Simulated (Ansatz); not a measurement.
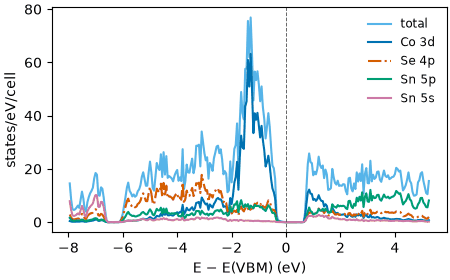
Figure. Total and projected density of states of Co2Sn3Se3 in space group R-3 (No. 148; Pearson symbol hR32), the program Ansatz at the r²SCAN level (PAW)

Which orbitals carry the states next to the gap?

Top 1 eV of the valence band: Co 3d 65 %, Se 4p 17 %, Sn 5p 14 %. Bottom 1 eV of the conduction band: Co 3d 42 %, Sn 5p 21 %, Se 4p 18 %, Sn 5s 11 %. Projections are on Löwdin-orthogonalised atomic valence shells; empty p or d shells of many metals are not among them.

Where is the tallest occupied peak in this window, and what makes it?

Near -1.3 eV, about 77 states/eV per cell; the largest projected share is Co 3d.

The workflow started from a Materials Project entry (that database holds measured and hypothetical structures alike); the Crystallography Open Database copy checked does not list it. Its standing as an ambient phase is unchecked. Symmetry was held in the r²SCAN relaxation; whether a distortion lowers the energy is not shown. No spin polarisation was allowed. Scalar-relativistic: spin–orbit coupling is off unless named, which matters more the heavier the elements.

Potentials: the later of the program's two PAW sets.
